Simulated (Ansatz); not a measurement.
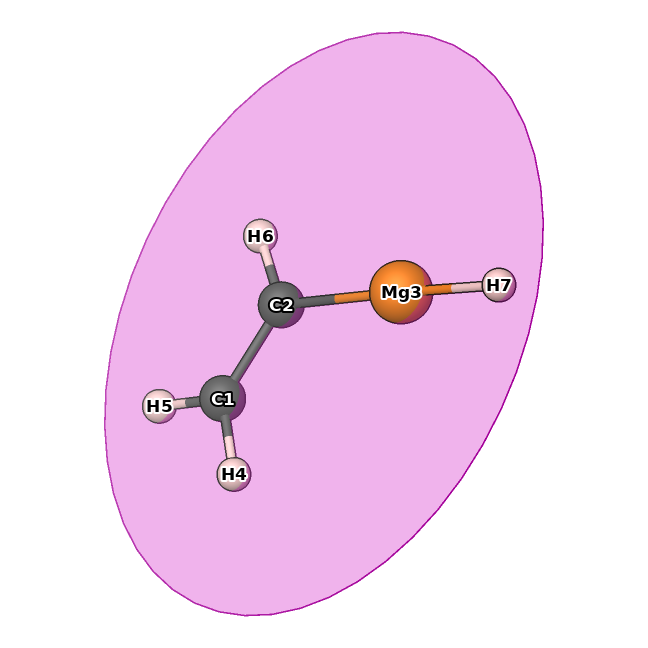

A disc through the centre of mass is drawn in. Depth is shown by fading: the farther an atom, the more it takes the colour of the background. The geometry was computed by an optimisation with PBE0-D4/def2-TZVP. No frequency run is at hand to confirm it as a minimum.

Is the plane of the disc a mirror plane of the structure?

Yes. The reflection leaves C1, C2, Mg3, H4, H5, H6, H7 in place. The point group is Cs.
